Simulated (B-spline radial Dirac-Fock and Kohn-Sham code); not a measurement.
La⁺ ([Xe] 5d2). Computed with a radial B-spline solver: independent-particle rates on relativistic LDA orbitals of the hole state (multipoles to L = 3), energies from Dirac–Fock ΔSCF. Widths ruled by Coster–Kronig decay come out up to twice the measured ones in this model.

What should this plot look like? X-ray emission lines that fill an M1 (3s) hole, as sticks. Lines at much lower energy are not shown. Multiplet splitting by the open shell is left out.

The strongest line is M1-N3 at 1.1647 keV with 43.6 % of the photons, then M1-N2 at 1.1474 keV (33 %), M1-O3 at 1.3552 keV (8.1 %), M1-O2 at 1.3527 keV (6.0 %), M1-N5 at 1.2694 keV (0.21 %). The hole has a width of 9.14 eV and a fluorescence yield of 7.47 × 10⁻⁴.

The result:

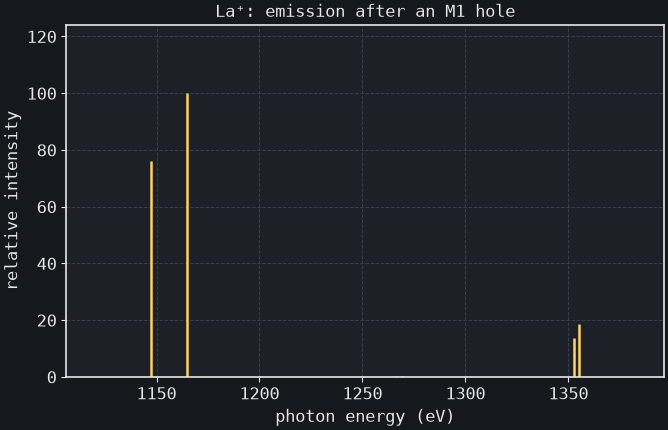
